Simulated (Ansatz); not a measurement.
# AlCCl (triplet): from Hartree-Fock to the top rungs, cc-pVDZ

Aim: climb from Hartree-Fock through coupled cluster and multireference methods for AlCCl (triplet) at one geometry and basis, and see what each rung misses.

Computed with Ansatz 0.2.0, Gaussian basis. Level: cc-pVDZ, core rule «outside noble gas», up to 11 orbitals frozen.

To be run: UHF; CCSD(T) on ROHF; CCSD(T) on UHF; BCCD(T) on ROHF; CISD as a restricted active space (open shells left free, so some higher excitations enter); CCSDT(Q) on ROHF; CCSDT(Q) on UHF; CASSCF and MRCISD+Q, 14 electrons in 12 orbitals; CASSCF and NEVPT2, 14 electrons in 12 orbitals.

9 further runs of the same task are left out: 5 for a known fault of the program, 4 set aside as unsound or not needed. Runs told in other sessions of the task aren't counted.

### 1 The system

The geometry is a PBE0/def2-TZVP stationary point (not a proven minimum) of the parent state, kept for this charge and spin.

3 atoms, charge 0, spin multiplicity 3.

Atoms are counted from 1 here; the program's logs count them from 0.

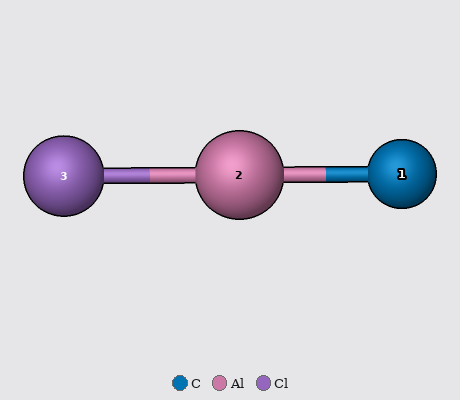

The geometry (carbon blue, aluminium pink, chlorine purple); atoms are numbered from 1 in the order of the file.

Geometry (Å):

```xyz
3
charge 0, multiplicity 3
C     0.00000    0.00000   -1.98330
Al    0.00000    0.00000   -0.05250
Cl    0.00000    0.00000    2.03580
```

In the tables R marks a restricted open-shell determinant and U an unrestricted one; 'valence' is the active space of 14 electrons in 12 orbitals; energies count from the table's Hartree-Fock row.

### 2 UHF

in.yaml reads:

```yaml
crystal:
  periodic: [false, false, false]
  atoms:
    - {symbol: C, position_ang: [0.000000, 0.000000, -1.983300]}
    - {symbol: Al, position_ang: [0.000000, 0.000000, -0.052500]}
    - {symbol: Cl, position_ang: [0.000000, 0.000000, 2.035800]}
basis:
  gaussian: {orbitals: cc-pVDZ}
magnetization: {spin_polarized: true, initial_magnetization: 2}
hamiltonian: {xc: hf}
output: {orbitals: {seedname: orbitals}}
```

Started as:

```console
ansatz run in.yaml --threads 1 --pin off --events-out ev --progress --plain --max-ram 4096MiB --backend cpu
```

The program printed:

```text
Functional definition: HF
  name "HF"
  cite "Fock, Z. Phys. 61, 126 (1930) doi:10.1007/BF01340294"
  parent pbe
  exchange = exact_x
  correlation = 0
509 factors; integrals over basis functions are off by at most 5.7e-4 eV
mean field evaluation 1: about -20113.3802 eV, gradient 1.0e1 eV
mean field evaluation 2: about -20113.3829 eV, gradient 1.0e1 eV
mean field evaluation 4: about -20114.2079 eV, gradient 1.4e0 eV
mean field evaluation 8: about -20114.2353 eV, gradient 2.0e-1 eV
mean field evaluation 16: about -20114.2976 eV, gradient 1.6e-1 eV
mean field evaluation 32: about -20114.2964 eV, gradient 1.4e-1 eV
mean field evaluation 64: about -20108.7581 eV, gradient 1.4e1 eV
mean field evaluation 96: about -20105.0697 eV, gradient 9.4e0 eV
mean field -20114.30086135 eV, -739.1869226920 hartree, gradient 1.9e-5 eV, S^2 2.311279; 1 other end points of the search recorded, 0 dependent functions left out
reference -20114.30086135 eV, -739.1869226920 hartree; 19, 17 occupied and 31, 33 virtual orbitals, 509 factors
Total energy: -20114.30086135 eV, -739.1869226920 hartree
```

Wall time 1.5 s (1 thread of AMD EPYC 7R13, shared host).

From the report: ⟨S²⟩ of the determinant 2.311 (pure triplet: 2.00).

### 3 CCSD(T) on ROHF

Edit in.yaml of step 2 so:

```diff
@@ -8,4 +8,3 @@
   gaussian: {orbitals: cc-pVDZ}
-magnetization: {spin_polarized: true, initial_magnetization: 2}
-hamiltonian: {xc: hf}
-output: {orbitals: {seedname: orbitals}}
+magnetization: {spin_polarized: false, initial_magnetization: 2}
+correlation: {method: ccsd_t, electrons: outside_noble_gas}
```

The command is unchanged.

The program printed, shortened:

```text
Functional definition: HF
  name "HF"
  cite "Fock, Z. Phys. 61, 126 (1930) doi:10.1007/BF01340294"
  parent pbe
[...]
509 factors; integrals over basis functions are off by at most 5.7e-4 eV
[...]
mean field -20114.12671600 eV, -739.1805229681 hartree, gradient 1.4e-6 eV, S^2 2.000000; 4 other end points of the search recorded, 0 dependent functions left out
[...]
determinant -20114.12671600 eV, -739.1805229681 hartree, with singles and doubles -20122.50174697 eV, -739.4882996797 hartree
determinant -20112.57322654 eV, -739.1234332835 hartree, with singles and doubles -20121.06967780 eV, -739.4356721084 hartree
determinant -20111.68823701 eV, -739.0909105181 hartree, with singles and doubles -20119.82261016 eV, -739.3898432179 hartree
11 core orbitals not correlated: weight in the atoms' cores, before any rotation towards them, 1.000 or more for the frozen orbitals, at most 0.000 for the correlated occupied ones
reference -20114.12671600 eV, -739.1805229681 hartree; 8, 6 occupied and 31, 33 virtual orbitals, 509 factors
second order -7.40241893 eV of doubles, -0.06525324 eV of singles
cycle   1  -8.37566018 eV  change   -6.3e-4 eV  update   1.3e-3
[...]
cycle   8  -8.37634178 eV  change    1.0e-5 eV  update   5.6e-6
perturbative correction -0.31845144 eV, -0.0117028745 hartree
Total energy: -20122.82150922 eV, -739.5000507255 hartree
```

Run time: 4.4 s. Hardware: 1 thread of AMD EPYC 7R13, shared host.

From the report: correlation -8.6948 eV; T1 0.027; largest double amplitude 0.10.

### 4 CCSD(T) on UHF

Edit in.yaml of step 3 so:

```diff
@@ -8,3 +8,3 @@
   gaussian: {orbitals: cc-pVDZ}
-magnetization: {spin_polarized: false, initial_magnetization: 2}
+magnetization: {spin_polarized: true, initial_magnetization: 2}
 correlation: {method: ccsd_t, electrons: outside_noble_gas}
```

Same command.

The program printed, shortened:

```text
Functional definition: HF
  name "HF"
  cite "Fock, Z. Phys. 61, 126 (1930) doi:10.1007/BF01340294"
  parent pbe
[...]
509 factors; integrals over basis functions are off by at most 5.7e-4 eV
[...]
mean field -20114.30086135 eV, -739.1869226920 hartree, gradient 2.7e-6 eV, S^2 2.311279; 12 other end points of the search recorded, 0 dependent functions left out
determinant -20114.30086135 eV, -739.1869226920 hartree, with singles and doubles -20122.49730476 eV, -739.4881364315 hartree
determinant -20113.17279314 eV, -739.1454669496 hartree, with singles and doubles -20121.05011290 eV, -739.4349531116 hartree
determinant -20111.84903054 eV, -739.0968195716 hartree, with singles and doubles -20119.82966056 eV, -739.3901023152 hartree
determinant -20111.79912717 eV, -739.0949856563 hartree, with singles and doubles -20119.47660594 eV, -739.3771277971 hartree
11 core orbitals not correlated: weight in the atoms' cores, before any rotation towards them, 1.000 or more for the frozen orbitals, at most 0.000 for the correlated occupied ones
reference -20114.30086135 eV, -739.1869226920 hartree; 8, 6 occupied and 31, 33 virtual orbitals, 509 factors
second order -7.05402406 eV of doubles, -0.00000000 eV of singles
cycle   1  -8.20011690 eV  change   -3.7e-3 eV  update   5.0e-3
[...]
cycle  11  -8.21150509 eV  change   -6.8e-6 eV  update   3.6e-6
perturbative correction -0.30068399 eV, -0.0110499328 hartree
Total energy: -20122.81305043 eV, -739.4997398707 hartree
```

It took 15 s on 1 thread of AMD EPYC 7R13, shared host.

From the report: ⟨S²⟩ of the determinant 2.311 (pure triplet: 2.00); correlation -8.5122 eV; T1 0.056; largest double amplitude 0.11.

### 5 BCCD(T) on ROHF

Edit in.yaml of step 4 so:

```diff
@@ -8,3 +8,3 @@
   gaussian: {orbitals: cc-pVDZ}
-magnetization: {spin_polarized: true, initial_magnetization: 2}
-correlation: {method: ccsd_t, electrons: outside_noble_gas}
+magnetization: {spin_polarized: false, initial_magnetization: 2}
+correlation: {method: bccd_t, electrons: outside_noble_gas}
```

Launched as before.

The program printed, shortened:

```text
Functional definition: HF
  name "HF"
  cite "Fock, Z. Phys. 61, 126 (1930) doi:10.1007/BF01340294"
  parent pbe
[...]
509 factors; integrals over basis functions are off by at most 5.7e-4 eV
[...]
mean field -20114.12671600 eV, -739.1805229681 hartree, gradient 1.4e-6 eV, S^2 2.000000; 4 other end points of the search recorded, 0 dependent functions left out
[...]
determinant -20114.12671600 eV, -739.1805229681 hartree, with singles and doubles -20122.50174697 eV, -739.4882996797 hartree
determinant -20112.57322654 eV, -739.1234332835 hartree, with singles and doubles -20121.06967780 eV, -739.4356721084 hartree
determinant -20111.68823701 eV, -739.0909105181 hartree, with singles and doubles -20119.82261016 eV, -739.3898432179 hartree
11 core orbitals not correlated: weight in the atoms' cores, before any rotation towards them, 1.000 or more for the frozen orbitals, at most 0.000 for the correlated occupied ones
reference -20114.12671600 eV, -739.1805229681 hartree; 8, 6 occupied and 31, 33 virtual orbitals, 509 factors
second order -7.40241893 eV of doubles, -0.06525324 eV of singles
cycle   1  -8.34645325 eV  change    2.9e-2 eV  update   2.0e-2
[...]
cycle  12  -8.35000538 eV  change    8.6e-6 eV  update   1.0e-5
perturbative correction -0.33954294 eV, -0.0124779731 hartree
Total energy: -20122.81626432 eV, -739.4998579789 hartree
```

Run time: 4.5 s. Hardware: 1 thread of AMD EPYC 7R13, shared host.

From the report: correlation -8.6895 eV; largest double amplitude 0.10.

### 6 CISD as a restricted active space (open shells left free, so some higher excitations enter)

Edit in.yaml of step 5 so:

```diff
@@ -9,2 +9,2 @@
 magnetization: {spin_polarized: false, initial_magnetization: 2}
-correlation: {method: bccd_t, electrons: outside_noble_gas}
+correlation: {active_space: {ras: {orbitals: [6, 2, 31], electrons: 14, max_holes: 2, max_particles: 2}, fixed_orbitals: true}}
```

The command is unchanged.

The program printed:

```text
Functional definition: HF
  name "HF"
  cite "Fock, Z. Phys. 61, 126 (1930) doi:10.1007/BF01340294"
  parent pbe
  exchange = exact_x
  correlation = 0
509 factors; integrals over basis functions are off by at most 5.7e-4 eV
mean field evaluation 1: about -20113.3912 eV, gradient 1.3e1 eV
mean field evaluation 2: about -20113.3939 eV, gradient 1.3e1 eV
mean field evaluation 4: about -20114.1153 eV, gradient 1.6e0 eV
mean field evaluation 8: about -20114.1267 eV, gradient 1.1e-4 eV
mean field evaluation 16: about -20113.9708 eV, gradient 2.2e0 eV
mean field -20114.12671600 eV, -739.1805229681 hartree, gradient 1.4e-6 eV, S^2 2.000000; 2 other end points of the search recorded, 0 dependent functions left out
reference -20114.12671600 eV, -739.1805229681 hartree; 19, 17 occupied and 31, 33 virtual orbitals, 509 factors
state -20121.64687720 eV, -739.4568837951 hartree
Total energy: -20121.64687720 eV, -739.4568837951 hartree
```

Run time: 7.5 s. Hardware: 1 thread of AMD EPYC 7R13, shared host.

From the report: 76,354 determinants.

### 7 CCSDT(Q) on ROHF

Edit in.yaml of step 6 so:

```diff
@@ -9,2 +9,2 @@
 magnetization: {spin_polarized: false, initial_magnetization: 2}
-correlation: {active_space: {ras: {orbitals: [6, 2, 31], electrons: 14, max_holes: 2, max_particles: 2}, fixed_orbitals: true}}
+correlation: {method: ccsdt_q, electrons: outside_noble_gas}
```

Started as:

```console
ansatz run in.yaml --threads 2 --pin off --events-out ev --progress --plain --max-ram 24576MiB --backend cuda --devices 0, --max-vram 18GiB
```

The program printed, shortened:

```text
Functional definition: HF
  name "HF"
  cite "Fock, Z. Phys. 61, 126 (1930) doi:10.1007/BF01340294"
  parent pbe
[...]
918 factors; integrals over basis functions are off by at most 2.5e-7 eV
[...]
mean field -20114.12679444 eV, -739.1805258510 hartree, gradient 1.4e-6 eV, S^2 2.000000; 4 other end points of the search recorded, 0 dependent functions left out
[...]
determinant -20114.12679444 eV, -739.1805258510 hartree, with singles and doubles -20122.50184073 eV, -739.4883031252 hartree
determinant -20112.57331192 eV, -739.1234364212 hartree, with singles and doubles -20121.06977331 eV, -739.4356756182 hartree
determinant -20111.68833066 eV, -739.0909139599 hartree, with singles and doubles -20119.82271688 eV, -739.3898471398 hartree
11 core orbitals not correlated: weight in the atoms' cores, before any rotation towards them, 1.000 or more for the frozen orbitals, at most 0.000 for the correlated occupied ones
reference -20114.12679444 eV, -739.1805258510 hartree; 8, 6 occupied and 31, 33 virtual orbitals, 918 factors
second order -7.40244464 eV of doubles, -0.06525280 eV of singles
cycle   1  -8.05864651 eV  change   -5.9e-1 eV  update   1.1e-1
[...]
cycle  24  -8.74969030 eV  change   -5.2e-7 eV  update   1.1e-6
perturbative correction -0.03208870 eV, -0.0011792378 hartree
Total energy: -20122.90857344 eV, -739.5032502768 hartree
```

Wall time 8 s (1 × H100 (card shared with other runs) with 2 threads of AMD EPYC 7R13, shared host); peak host memory 0.88 GiB.

From the report: correlation -8.7818 eV; T1 0.029; largest double amplitude 0.13.

### 8 CCSDT(Q) on UHF

Edit in.yaml of step 7 so:

```diff
@@ -8,3 +8,3 @@
   gaussian: {orbitals: cc-pVDZ}
-magnetization: {spin_polarized: false, initial_magnetization: 2}
+magnetization: {spin_polarized: true, initial_magnetization: 2}
 correlation: {method: ccsdt_q, electrons: outside_noble_gas}
```

The command is unchanged.

The program printed, shortened:

```text
Functional definition: HF
  name "HF"
  cite "Fock, Z. Phys. 61, 126 (1930) doi:10.1007/BF01340294"
  parent pbe
[...]
918 factors; integrals over basis functions are off by at most 2.5e-7 eV
[...]
mean field -20114.30094094 eV, -739.1869256166 hartree, gradient 2.7e-6 eV, S^2 2.311286; 12 other end points of the search recorded, 0 dependent functions left out
determinant -20114.30094094 eV, -739.1869256166 hartree, with singles and doubles -20122.49739561 eV, -739.4881397701 hartree
determinant -20113.17288358 eV, -739.1454702733 hartree, with singles and doubles -20121.05020621 eV, -739.4349565406 hartree
determinant -20111.84912415 eV, -739.0968230117 hartree, with singles and doubles -20119.82976710 eV, -739.3901062306 hartree
determinant -20111.79922412 eV, -739.0949892192 hartree, with singles and doubles -20119.47671012 eV, -739.3771316260 hartree
11 core orbitals not correlated: weight in the atoms' cores, before any rotation towards them, 1.000 or more for the frozen orbitals, at most 0.000 for the correlated occupied ones
reference -20114.30094094 eV, -739.1869256166 hartree; 8, 6 occupied and 31, 33 virtual orbitals, 918 factors
second order -7.05403754 eV of doubles, -0.00000000 eV of singles
cycle   1  -7.70979704 eV  change   -6.6e-1 eV  update   1.1e-1
[...]
cycle  26  -8.57971730 eV  change   -7.0e-7 eV  update   6.2e-7
perturbative correction -0.03487649 eV, -0.0012816875 hartree
Total energy: -20122.91553473 eV, -739.5035060994 hartree
```

Run time: 26 s. Hardware: 1 × H100 (card shared with other runs) with 2 threads of AMD EPYC 7R13, shared host; peak host memory 0.85 GiB.

From the report: ⟨S²⟩ of the determinant 2.311 (pure triplet: 2.00); correlation -8.6146 eV; T1 0.062; largest double amplitude 0.14.

### 9 CASSCF and MRCISD+Q, 14 electrons in 12 orbitals

in.yaml reads:

```yaml
crystal:
  periodic: [false, false, false]
  atoms:
    - {symbol: C, position_ang: [0.000000, 0.000000, -1.983300]}
    - {symbol: Al, position_ang: [0.000000, 0.000000, -0.052500]}
    - {symbol: Cl, position_ang: [0.000000, 0.000000, 2.035800]}
basis:
  gaussian: {orbitals: cc-pVDZ}
magnetization: {spin_polarized: false, initial_magnetization: 2}
correlation: {method: fic_mrcisd_q, electrons: outside_noble_gas, active_space: {window: {electrons: 14, orbitals: 12}, shells: [{species: Al, l: s, shell: 3}, {species: Al, l: p, shell: 3}, {species: C, l: s, shell: 2}, {species: C, l: p, shell: 2}, {species: Cl, l: s, shell: 3}, {species: Cl, l: p, shell: 3}]}}
```

The command is unchanged.

The program printed, shortened:

```text
Functional definition: HF
  name "HF"
  cite "Fock, Z. Phys. 61, 126 (1930) doi:10.1007/BF01340294"
  parent pbe
[...]
918 factors; integrals over basis functions are off by at most 2.5e-7 eV
[...]
mean field -20114.12679444 eV, -739.1805258510 hartree, gradient 1.4e-6 eV, S^2 2.000000; 2 other end points of the search recorded, 0 dependent functions left out
reference -20114.12679444 eV, -739.1805258510 hartree; 19, 17 occupied and 31, 33 virtual orbitals, 918 factors
state -20116.44756312 eV, -739.2658125268 hartree
contracted CI cycle   1: correlation 0.00000000 eV, 0.0000000000 hartree, residual 2.02e1 eV
contracted CI cycle   2: correlation -5.69155146 eV, -0.2091606582 hartree, residual 3.07e0 eV
contracted CI cycle   3: correlation -5.82927274 eV, -0.2142218220 hartree, residual 7.39e-1 eV
contracted CI cycle   4: correlation -5.83774618 eV, -0.2145332153 hartree, residual 1.87e-1 eV
contracted CI cycle   5: correlation -5.83822705 eV, -0.2145508867 hartree, residual 4.74e-2 eV
contracted CI cycle   6: correlation -5.83826065 eV, -0.2145521216 hartree, residual 1.25e-2 eV
contracted CI cycle   7: correlation -5.83826300 eV, -0.2145522080 hartree, residual 3.17e-3 eV
contracted CI cycle   8: correlation -5.83826315 eV, -0.2145522135 hartree, residual 8.18e-4 eV
state -20116.44756312 eV, -739.2658125268 hartree; corrected -20122.82045701 eV, -739.5000120576 hartree
Total energy: -20122.82045701 eV, -739.5000120576 hartree
Checks for a lower state left out: starts, orbital_swaps
```

Wall time 49 s (1 × H100 (card shared with other runs) with 2 threads of AMD EPYC 7R13, shared host); peak host memory 1.2 GiB.

From the report: 156,168 determinants; active occupations 2.00, 2.00, 2.00, 2.00, 1.97, 1.90, 0.98, 0.98, 0.08, 0.04, 0.04, 0.01.

### 10 CASSCF and NEVPT2, 14 electrons in 12 orbitals

in.yaml reads:

```yaml
crystal:
  periodic: [false, false, false]
  atoms:
    - {symbol: C, position_ang: [0.000000, 0.000000, -1.983300]}
    - {symbol: Al, position_ang: [0.000000, 0.000000, -0.052500]}
    - {symbol: Cl, position_ang: [0.000000, 0.000000, 2.035800]}
basis:
  gaussian: {orbitals: cc-pVDZ}
magnetization: {spin_polarized: false, initial_magnetization: 2}
correlation: {method: sc_nevpt2, electrons: outside_noble_gas, active_space: {window: {electrons: 14, orbitals: 12}, shells: [{species: Al, l: s, shell: 3}, {species: Al, l: p, shell: 3}, {species: C, l: s, shell: 2}, {species: C, l: p, shell: 2}, {species: Cl, l: s, shell: 3}, {species: Cl, l: p, shell: 3}]}}
```

The command is unchanged.

The program printed:

```text
Functional definition: HF
  name "HF"
  cite "Fock, Z. Phys. 61, 126 (1930) doi:10.1007/BF01340294"
  parent pbe
  exchange = exact_x
  correlation = 0
918 factors; integrals over basis functions are off by at most 2.5e-7 eV
mean field evaluation 1: about -20113.3911 eV, gradient 1.3e1 eV
mean field evaluation 2: about -20113.3939 eV, gradient 1.3e1 eV
mean field evaluation 4: about -20114.1154 eV, gradient 1.6e0 eV
mean field evaluation 8: about -20114.1268 eV, gradient 1.1e-4 eV
mean field evaluation 16: about -20113.9719 eV, gradient 2.2e0 eV
mean field -20114.12679444 eV, -739.1805258510 hartree, gradient 1.4e-6 eV, S^2 2.000000; 2 other end points of the search recorded, 0 dependent functions left out
reference -20114.12679444 eV, -739.1805258510 hartree; 19, 17 occupied and 31, 33 virtual orbitals, 918 factors
state -20116.44756312 eV, -739.2658125268 hartree
state -20116.44756312 eV, -739.2658125268 hartree; corrected -20121.37008174 eV, -739.4467117494 hartree
Total energy: -20121.37008174 eV, -739.4467117494 hartree
Checks for a lower state left out: starts, orbital_swaps
```

Wall time 17 s (1 × H100 (card shared with other runs) with 2 threads of AMD EPYC 7R13, shared host); peak host memory 0.78 GiB.

From the report: 156,168 determinants; active occupations 2.00, 2.00, 2.00, 2.00, 1.97, 1.90, 0.98, 0.98, 0.08, 0.04, 0.04, 0.01.

### 11 How many determinants matter

Natural occupations of the CASSCF valence state about the gap (report; correlated orbitals 2 to 11): 1.999, 1.999, 1.998, 1.970, 1.903, 0.984, 0.984, 0.078, 0.036, 0.036. The count of effectively unpaired electrons, Σ n²(2 − n)², is 2.07; a single determinant of this spin has 2.

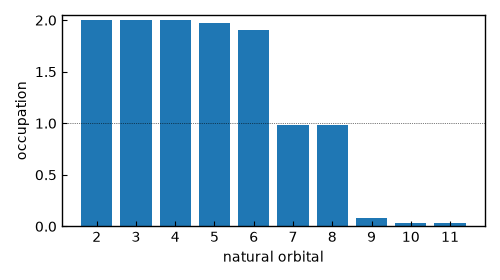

Natural occupations of the CASSCF valence state.

### 12 All levels against the top one

The yardstick is RCCSDT(Q), where the cluster series has nearly closed. Rows without a time are mean-field rows or come out of runs for another level: lower rungs of the coupled-cluster runs, CASSCF and MRCISD of the multireference runs, or the Hartree-Fock search.

```tsv
method	energy from the lowest ROHF (kJ/mol)	from RCCSDT(Q) (kJ/mol)	time
ROHF	0.0	+847.3	
UHF	-16.8	+830.5	
RMP2	-720.5	+126.8	
UMP2	-697.4	+149.9	
CISD	-725.6	+121.7	7.5 s
RCCSD	-808.2	+39.1	
UCCSD	-809.1	+38.2	
RCCSD(T)	-838.9	+8.4	4.4 s
UCCSD(T)	-838.1	+9.2	15 s
BCCD(T)	-838.4	+8.9	4.5 s
RCCSDT	-844.2	+3.1	
UCCSDT	-844.6	+2.7	
RCCSDT(Q)	-847.3	0	8 s (GPU)
UCCSDT(Q)	-848.0	-0.7	26 s (GPU)
CASSCF valence	-223.9	+623.4	
NEVPT2 valence	-698.9	+148.4	17 s (GPU)
MRCISD valence	-787.2	+60.1	
MRCISD+Q valence	-838.8	+8.5	49 s (GPU)
```

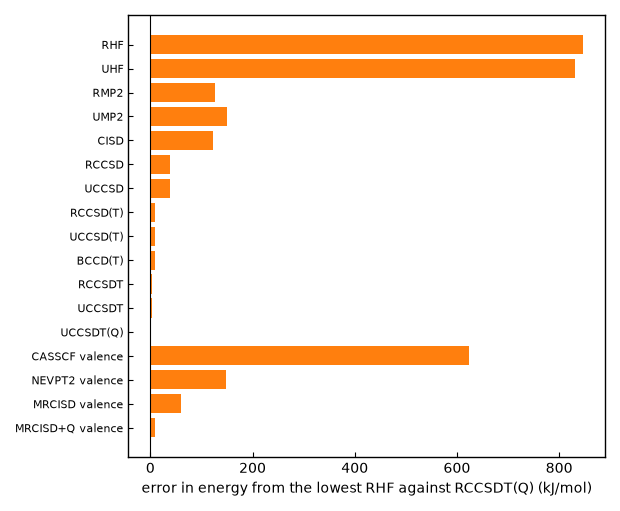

Error of each method against RCCSDT(Q).

Some runs used a GPU and others CPU threads alone; cost is compared among the CPU runs only.

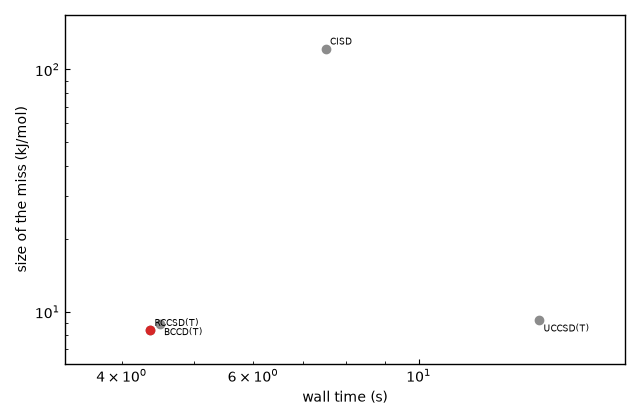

Accuracy for the time spent; red marks the levels that beat every quicker one drawn. Times are from a shared host.

### 13 Results

```
                         quantity                      value
    RCCSDT(Q) from the ROHF energy                 -8.7819 eV
              RMP2 from RCCSDT(Q)              +126.8 kJ/mol
              UMP2 from RCCSDT(Q)              +149.9 kJ/mol
             RCCSD from RCCSDT(Q)               +39.1 kJ/mol
          RCCSD(T) from RCCSDT(Q)                +8.4 kJ/mol
          UCCSD(T) from RCCSDT(Q)                +9.2 kJ/mol
         UCCSDT(Q) from RCCSDT(Q)                -0.7 kJ/mol
    NEVPT2 valence from RCCSDT(Q)              +148.4 kJ/mol
  MRCISD+Q valence from RCCSDT(Q)                +8.5 kJ/mol
levels within 1 kcal/mol (43 meV)  RCCSDT, UCCSDT, UCCSDT(Q)
                    T1 diagnostic                      0.027
   effectively unpaired electrons                       2.07
```

**Reading.** RCCSD(T) misses by +8.4 kJ/mol, 1.0 % of the correlation energy. One determinant dominates. Of the multireference levels listed MRCISD+Q valence comes nearest in total energy (+8.5 kJ/mol), which doesn't show that its space is the better one. These misses are within one basis, not against nature; the frozen cores of restricted and unrestricted runs differ, which can shift their rows.

With open shells the CI space here admits some higher excitations, so it is larger than plain CISD.

RCCSD(T) reaches 8.4 kJ/mol from the reference in 4.4 s.
